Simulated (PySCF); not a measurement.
**C7H6BF3: NMR shifts in solvents**

Aim: compute the NMR shifts of C7H6BF3 (`FCc1ccc(B(F)F)cc1`), and see what a dielectric continuum does where one was used.

The runs use PySCF 2.14.0, with density-fitted response routines of our own; the level of theory stands in each step. All values are computed, except where a source is named. Atoms count from 0, in the outputs and in this text.

## 1. The starting structure

17 atoms, charge 0, multiplicity 1; geometry from: GFN2-xTB.

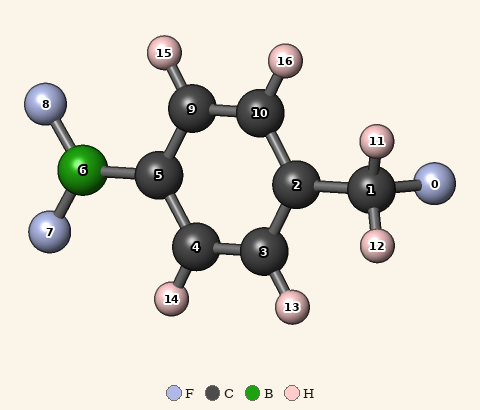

As it starts; fluorine light blue, carbon dark grey, boron green, hydrogen pink, atoms numbered.

## 2. Relaxing the molecule at PBE0-D3(BJ)/def2-SVP

What the job is given:

```
{"job": {"xc": "PBE0", "basis": "def2-SVP", "d3": "d3bj", "grid": 1, "kind": "geom"}, "charge": 0, "multiplicity": 1}
F     -3.121934    -0.455463    -1.395670
C     -2.745443    -0.076679    -0.123365
C     -1.246175    -0.024994    -0.022178
C     -0.558238     1.127708    -0.383491
C      0.820581     1.165876    -0.322894
C      1.554756     0.052131     0.099752
B      3.106436     0.097599     0.163805
F      3.806384     1.167301    -0.165728
F      3.842395    -0.926315     0.554049
C      0.849235    -1.102609     0.455509
C     -0.529766    -1.141552     0.392722
H     -3.170827    -0.819346     0.559031
H     -3.197593     0.904913     0.052738
H     -1.107945     1.995306    -0.717156
H      1.348818     2.064656    -0.603531
H      1.399352    -1.972342     0.781905
H     -1.057034    -2.044163     0.664592
```

On the command line:

```
$ OMP_NUM_THREADS=1 python probes_run.py task.json out
```

This one command runs all jobs of the session in turn.

What it wrote:

```text
step   0  E = -593.80136501  max force = 0.012001
step   1  E = -593.80203636  max force = 0.004751
step   2  E = -593.80263541  max force = 0.009278
step   3  E = -593.80317287  max force = 0.003562
step   4  E = -593.80315472  max force = 0.003452
step   5  E = -593.80323688  max force = 0.002871
step   6  E = -593.80325704  max force = 0.000808
step   7  E = -593.80326744  max force = 0.000776
step   8  E = -593.80328019  max force = 0.000456
step   9  E = -593.80328361  max force = 0.000429
optimisation converged
```

Wall time 7 min (1 thread, shared host).

Relaxation path:

| step | energy from step 0 (eV) | largest force component (eV/Å) |
| --- | --- | --- |
| 0 | 0.0000 | 0.6171 |
| 1 | -0.0183 | 0.2443 |
| 2 | -0.0346 | 0.4771 |
| 3 | -0.0492 | 0.1832 |
| 4 | -0.0487 | 0.1775 |
| 5 | -0.0509 | 0.1476 |
| 6 | -0.0515 | 0.0415 |
| 7 | -0.0518 | 0.0399 |
| 8 | -0.0521 | 0.0234 |
| 9 | -0.0522 | 0.0221 |

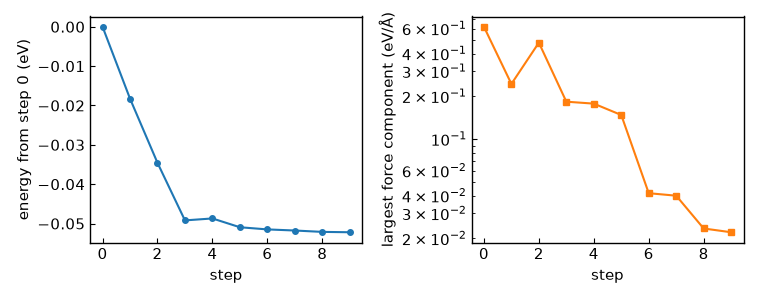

Energy and force, step by step.

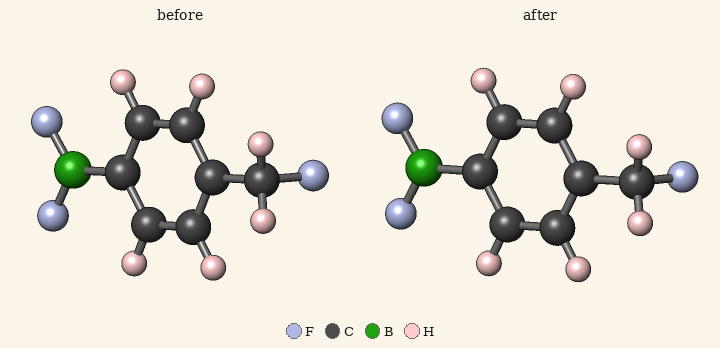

Before and after, at one scale.

Distances of close pairs at the start and the end, largest changes first:

| bond | before (Å) | after (Å) | change (Å) |
| --- | --- | --- | --- |
| C3–H13 | 1.080 | 1.093 | +0.013 |
| C4–H14 | 1.080 | 1.093 | +0.013 |
| C10–H16 | 1.080 | 1.093 | +0.013 |
| C9–H15 | 1.080 | 1.093 | +0.013 |
| C3–C4 | 1.381 | 1.390 | +0.009 |
| C9–C10 | 1.381 | 1.390 | +0.009 |
| C2–C3 | 1.390 | 1.399 | +0.009 |
| C2–C10 | 1.390 | 1.399 | +0.009 |

The final coordinates are the input of the step that follows.

| at the end point | value |
| --- | --- |
| point group (found at 0.08 Å tolerance) | Cs |
| rotational constants (GHz, main isotopes) | 3.156, 0.497, 0.446 |
| dipole moment (D) | 1.99 |

## 3. Nuclear shieldings: PBE0/pcSseg-1 in acetone

What the job is given:

```
{"job": {"kind": "nmr", "xc": "PBE0", "basis": "pcSseg-1", "solvent": "acetone", "pop": true}, "charge": 0, "multiplicity": 1}
F     -2.861294    -0.504784    -2.200519
C     -2.700729    -0.119411    -0.890178
C     -1.243243    -0.041801    -0.540879
C     -0.519142     1.130114    -0.785521
C      0.843003     1.186035    -0.514069
C      1.513803     0.070436     0.010377
B      3.028290     0.133586     0.322263
F      3.734958     1.225704     0.092761
F      3.674730    -0.901990     0.828830
C      0.784168    -1.104262     0.246659
C     -0.577784    -1.159499    -0.026698
H     -3.213884    -0.853046    -0.246718
H     -3.183756     0.862840    -0.756153
H     -1.032674     2.006003    -1.191318
H      1.398892     2.107545    -0.704772
H      1.295018    -1.981063     0.652201
H     -1.136728    -2.080186     0.161087
```

With the program's defaults for keys left out, this is: GIAO PBE0/pcSseg-1 NMR shielding, non-relativistic, IEF-PCM acetone.

What it wrote:

```text
coarse grid: 15672 points
cycle   1  E = -594.0092333381  dE =  1.670e+00  |g| = 7.384e-01  |ddm| = 4.049e+00
cycle   2  E = -593.9559488477  dE =  5.328e-02  |g| = 9.906e-01  |ddm| = 1.082e+00
cycle   3  E = -594.0993363434  dE = -1.434e-01  |g| = 5.752e-02  |ddm| = 5.947e-01
cycle   4  E = -594.0998978591  dE = -5.615e-04  |g| = 3.049e-02  |ddm| = 7.677e-02
cycle   5  E = -594.1001153986  dE = -2.175e-04  |g| = 5.226e-03  |ddm| = 3.224e-02
cycle   6  E = -594.1001202132  dE = -4.815e-06  |g| = 1.955e-03  |ddm| = 4.961e-03
final grid: 156712 points
cycle   7  E = -594.1795124084  dE = -7.370e-05  |g| = 7.699e-03  |ddm| = 5.000e-02
cycle   8  E = -594.1795094913  dE =  2.917e-06  |g| = 8.980e-03  |ddm| = 1.454e-02
cycle   9  E = -594.1795253571  dE = -1.587e-05  |g| = 1.040e-03  |ddm| = 7.125e-03
cycle  10  E = -594.1795255318  dE = -1.746e-07  |g| = 2.468e-04  |ddm| = 9.805e-04
cycle  11  E = -594.1795255428  dE = -1.109e-08  |g| = 7.243e-05  |ddm| = 2.454e-04
cycle  12  E = -594.1795255438  dE = -9.741e-10  |g| = 3.226e-05  |ddm| = 8.279e-05
cycle  13  E = -594.1795255440  dE = -2.208e-10  |g| = 6.228e-06  |ddm| = 3.013e-05
converged SCF energy = -594.1795255440

GIAO shielding tensors (ppm)
atom      isotropic    diamagn.    paramagn.     s11        s22        s33       span
  0 F      398.469     471.341     -72.872    351.443    375.686    468.279    116.836
  1 C       98.508     236.870    -138.362     76.486     81.585    137.452     60.967
  2 C       36.117     262.884    -226.768    -66.521     -1.397    176.267    242.788
  3 C       46.738     251.980    -205.242    -58.747     31.873    167.088    225.835
  4 C       40.420     253.441    -213.021    -75.376     20.397    176.240    251.616
  5 C       55.829     257.686    -201.857    -39.347     16.247    190.586    229.933
  6 B       75.671     198.322    -122.651     64.625     77.095     85.292     20.667
  7 F      269.225     467.299    -198.074    107.963    314.130    385.582    277.620
  8 F      269.505     467.659    -198.153    108.272    314.707    385.537    277.265
  9 C       40.401     253.654    -213.253    -75.412     20.420    176.196    251.608
 10 C       46.825     252.238    -205.413    -58.336     32.507    166.303    224.639
 11 H       25.821      27.114      -1.293     22.500     26.029     28.934      6.434
 12 H       25.789      27.011      -1.222     22.614     25.914     28.840      6.225
 13 H       23.226      31.734      -8.508     19.367     22.915     27.394      8.026
 14 H       22.883      31.165      -8.281     18.702     22.247     27.701      8.999
 15 H       22.893      31.455      -8.562     18.710     22.258     27.710      9.000
 16 H       23.253      32.033      -8.780     19.414     22.977     27.368      7.954
```

It took 2 min on 1 thread, shared host.

The references, computed at this level on geometries of the same kind, shield at (ppm): 1H TMS 31.24, 13C TMS 185.4, 19F CFCl3 180.4, 11B BF3·OEt2 101.3. Their shielding less the atom's gives the shift. The references are single molecules in the same continuum, so shifts against H2O, NH3, PH3, H3PO4 or CFCl3 are not on the usual liquid scales and can be off by tens of ppm. Atoms listed in one row are averaged.

| atoms | environment | σ (ppm) | δ (ppm) |
| --- | --- | --- | --- |
| C2 | substituted aromatic carbon | 36.1 | 149.3 |
| C4, C9 | aromatic CH | 40.4 | 145.0 |
| C3, C10 | aromatic CH | 46.8 | 138.6 |
| C5 | substituted aromatic carbon | 55.8 | 129.6 |
| C1 | sp3 CH2 bonded to F, on an aromatic ring | 98.5 | 86.9 |
| H14, H15 | hydrogen on an aromatic CH | 22.89 | 8.35 |
| H13, H16 | hydrogen on an aromatic CH | 23.24 | 8.00 |
| H11, H12 | hydrogen on an sp3 CH2 bonded to F, on an aromatic ring | 25.81 | 5.44 |
| F7, F8 | fluorine bonded to B | 269.4 | -89.0 |
| F0 | fluorine on an sp3 carbon | 398.5 | -218.1 |
| B6 | boron bonded to C, 2 F | 75.7 | 25.7 |

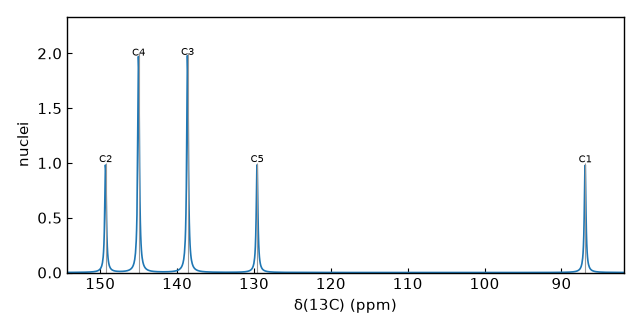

13C lines at the computed shifts, without couplings. Lines are broadened to a width of 0.25 ppm (Lorentzian).

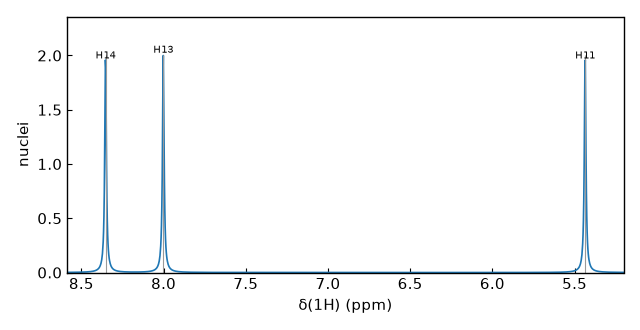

1H lines at the computed shifts, without couplings. Lines are broadened to a width of 0.01 ppm (Lorentzian).

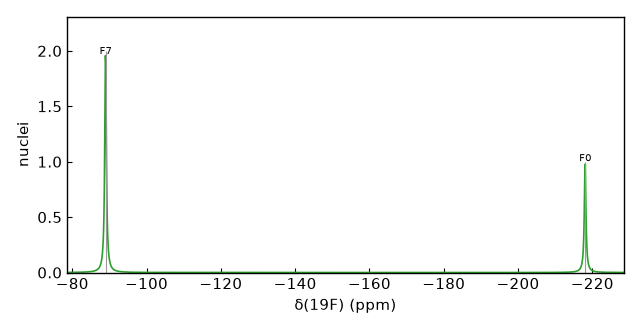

19F lines at the computed shifts, without couplings. Lines are broadened to a width of 0.52 ppm (Lorentzian).

The run also stored atomic charges by several schemes (e):

| atoms | Mulliken | IAO | Hirshfeld | ESP fit |
| --- | --- | --- | --- | --- |
| F0 | -0.36 | -0.34 | -0.14 | -0.24 |
| C1 | 0.30 | 0.03 | 0.03 | 0.05 |
| C2 | -0.36 | 0.00 | 0.00 | 0.06 |
| C3, C10 | 0.00 | -0.15 | -0.04 | -0.17 |
| C4, C9 | -0.08 | -0.12 | -0.04 | -0.18 |
| C5 | -0.29 | -0.20 | -0.10 | -0.14 |
| B6 | 0.79 | 0.72 | 0.31 | 0.73 |
| F7, F8 | -0.30 | -0.32 | -0.14 | -0.31 |

Hirshfeld charges:

F0 -0.14; C1 0.03; C2 0.00; C3 -0.04; C4 -0.04; C5 -0.10; B6 0.31; F7 -0.14; F8 -0.14; C9 -0.04; C10 -0.04; H11 0.06; H12 0.06; H13 0.06; H14 0.06; H15 0.06; H16 0.06

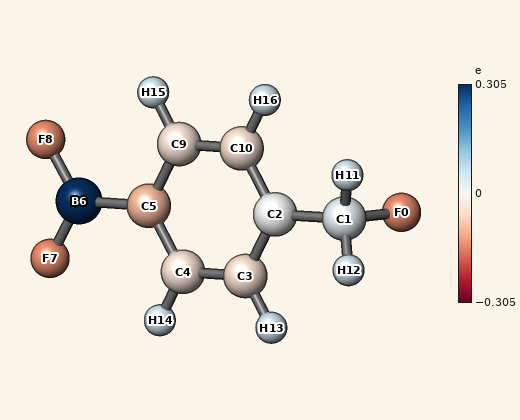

Hirshfeld charges, as colours on the atoms.

Mayer bond orders: F0–C1 0.90, C1–C2 1.06, C2–C3 1.37, C3–C4 1.45, C4–C5 1.38, C5–B6 0.95, B6–F7 1.11, B6–F8 1.11, C5–C9 1.38, C9–C10 1.45, C10–C2 1.37.

Ring of atoms C2, C3, C4, C5, C9, C10: NICS(0) -7.9, NICS(1) -11.3, NICS(1)zz -28.0 ppm (means of both faces).

## 4. NMR shieldings: PBE0/pcSseg-1 in water

The job, as its differences from that of step 3:

```diff
@@ -1,2 +1,2 @@
-{"job": {"kind": "nmr", "xc": "PBE0", "basis": "pcSseg-1", "solvent": "acetone", "pop": true}, "charge": 0, "multiplicity": 1}
+{"job": {"kind": "nmr", "xc": "PBE0", "basis": "pcSseg-1", "solvent": "water", "pop": false}, "charge": 0, "multiplicity": 1}
 F     -2.861294    -0.504784    -2.200519
```

With the program's defaults for keys left out, this is: GIAO PBE0/pcSseg-1 NMR shielding, non-relativistic, IEF-PCM water.

What it wrote:

```text
coarse grid: 15672 points
cycle   1  E = -594.0100223434  dE =  1.669e+00  |g| = 7.377e-01  |ddm| = 4.048e+00
cycle   2  E = -593.9572280471  dE =  5.279e-02  |g| = 9.884e-01  |ddm| = 1.074e+00
cycle   3  E = -594.0998654245  dE = -1.426e-01  |g| = 5.729e-02  |ddm| = 5.906e-01
cycle   4  E = -594.1004240742  dE = -5.586e-04  |g| = 3.025e-02  |ddm| = 7.615e-02
cycle   5  E = -594.1006383606  dE = -2.143e-04  |g| = 5.221e-03  |ddm| = 3.170e-02
cycle   6  E = -594.1006431867  dE = -4.826e-06  |g| = 1.954e-03  |ddm| = 4.961e-03
final grid: 156712 points
cycle   7  E = -594.1800324152  dE = -7.375e-05  |g| = 7.680e-03  |ddm| = 5.009e-02
cycle   8  E = -594.1800295987  dE =  2.816e-06  |g| = 8.934e-03  |ddm| = 1.444e-02
cycle   9  E = -594.1800453282  dE = -1.573e-05  |g| = 1.040e-03  |ddm| = 7.049e-03
cycle  10  E = -594.1800455036  dE = -1.754e-07  |g| = 2.454e-04  |ddm| = 9.763e-04
cycle  11  E = -594.1800455146  dE = -1.102e-08  |g| = 7.289e-05  |ddm| = 2.451e-04
cycle  12  E = -594.1800455156  dE = -9.895e-10  |g| = 3.215e-05  |ddm| = 8.267e-05
cycle  13  E = -594.1800455158  dE = -2.212e-10  |g| = 6.098e-06  |ddm| = 2.992e-05
converged SCF energy = -594.1800455158

GIAO shielding tensors (ppm)
atom      isotropic    diamagn.    paramagn.     s11        s22        s33       span
  0 F      399.096     471.401     -72.305    352.098    376.327    468.864    116.766
  1 C       98.495     236.907    -138.412     76.437     81.442    137.607     61.170
  2 C       36.060     262.884    -226.824    -66.613     -1.487    176.279    242.893
  3 C       46.681     251.933    -205.252    -58.776     31.596    167.222    225.998
  4 C       40.396     253.424    -213.028    -75.384     20.258    176.314    251.698
  5 C       55.860     257.741    -201.881    -39.344     16.342    190.582    229.927
  6 B       75.670     198.321    -122.651     64.562     77.089     85.358     20.796
  7 F      269.434     467.314    -197.880    108.370    314.372    385.558    277.189
  8 F      269.710     467.673    -197.963    108.674    314.945    385.512    276.838
  9 C       40.375     253.637    -213.262    -75.423     20.274    176.273    251.696
 10 C       46.763     252.191    -205.427    -58.369     32.212    166.447    224.815
 11 H       25.801      27.098      -1.297     22.478     26.006     28.919      6.441
 12 H       25.771      26.996      -1.225     22.593     25.893     28.825      6.232
 13 H       23.205      31.718      -8.513     19.339     22.905     27.371      8.033
 14 H       22.872      31.160      -8.288     18.687     22.241     27.689      9.002
 15 H       22.881      31.450      -8.568     18.695     22.252     27.698      9.003
 16 H       23.232      32.015      -8.784     19.384     22.966     27.345      7.961
```

Wall time 1.8 min (1 thread, shared host).

Key values: δ C2 149.4, C4 145.1, C3 138.8, C5 129.6, H14 8.36, H13 8.02 ppm (means over like atoms).

## 5. Run by run: NMR shifts

Shifts (ppm) of some atoms, chosen among heavy atoms and hydrogens apart, means over like atoms, with basis size and wall time:

| run | C2 | C4 | C3 | C1 | H13 | H11 | F0 | functions | time |
| --- | --- | --- | --- | --- | --- | --- | --- | --- | --- |
| PBE0/pcSseg-1 in acetone | 149.3 | 145.0 | 138.6 | 86.9 | 8.00 | 5.44 | -218.1 | 217 | 2 min |
| PBE0/pcSseg-1 in water | 149.4 | 145.1 | 138.8 | 87.0 | 8.02 | 5.45 | -218.5 | 217 | 1.8 min |

The continuum's effect on the ground state:

| solvent | ε | polarisation energy (Eh) | μ (D) |
| --- | --- | --- | --- |
| acetone | 20.49 | -0.0092 | 2.64 |
| water | 78.36 | -0.0098 | 2.68 |

## 6. Results

| quantity | value |
| --- | --- |
| point group | Cs |
| rotational constants (main isotopes) | 3.16, 0.50, 0.45 GHz |
| 13C shifts against TMS (PBE0/pcSseg-1, acetone, means over atoms taken as alike) | 149.3, 145.0, 138.6, 129.6, 86.9 ppm |
| 1H shifts against TMS (PBE0/pcSseg-1, acetone, means over atoms taken as alike) | 8.35, 8.00, 5.44 ppm |
| 19F shifts against CFCl3 (PBE0/pcSseg-1, acetone, means over atoms taken as alike) | -89.0, -218.1 ppm |
| 11B shifts against BF3·OEt2 (PBE0/pcSseg-1, acetone) | 25.7 ppm |
| range of the shift of F0 | -218.5 to -218.1 ppm |

In words: The optimisation took 9 steps and gained 0.052 eV; among the close pairs (by a distance rule), C3–H13 changed most, from 1.080 to 1.093 Å. At PBE0/pcSseg-1: Shielding is most anisotropic at F7, F8 (span 277 ppm, paramagnetic term -198 ppm). NICS(1)zz of -28 ppm above the planar ring from C2 marks a diatropic (aromatic) ring current. In ppm, F0 moves most: its shift spreads over 0.4 ppm, from -218.5 (PBE0/pcSseg-1 in water) to -218.1 (PBE0/pcSseg-1 in acetone). The continuum holds electrostatics alone: no hydrogen bonds to the solvent, and the gas-phase geometry is kept.
